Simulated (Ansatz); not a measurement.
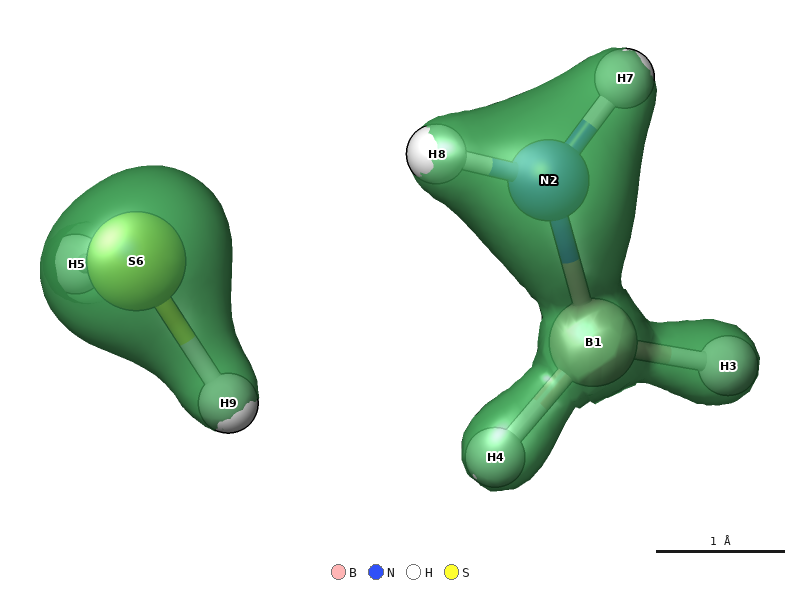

Figure 1: BH4N···H2S. Isosurface of the electron density at 1 e/Å³ (green), seen at a tilt.

The reactant side of a reaction path; geometry: PBE0-D4/def2-TZVP.

These are results of Ansatz 0.2.0, RKS PBE0-D4/def2-TZVPP, not measurements.

```xyz
9

B     0.8012   -0.9121   -0.8607
N     1.1966    0.1951   -0.1342
H     1.5841   -1.4572   -1.5841
H    -0.3270   -1.3065   -0.7506
H    -2.2853    1.5225    0.4339
S    -1.8400    0.9583    1.5671
H     2.1264    0.5765   -0.1772
H     0.5762    0.6893    0.4910
H    -1.8323   -0.2659    1.0149
```

**How is the density connected at this value?**

At this value the surface falls into two separate pieces. It bridges the sampled B–N (1.38 Å), N–H (1.01 Å) and B–H (1.20 Å) contacts, where the density stays above the isovalue. It is pinched off along the sampled S···H (2.66 Å) contacts. On the grid the lowest density along these lines, outside the cores, is 0.08 e/Å³ (S···H, 2.66 Å), 1.6 e/Å³ (B–N, 1.38 Å), 2.4 e/Å³ (N–H, 1.01 Å) and 1.2 e/Å³ (B–H, 1.20 Å).
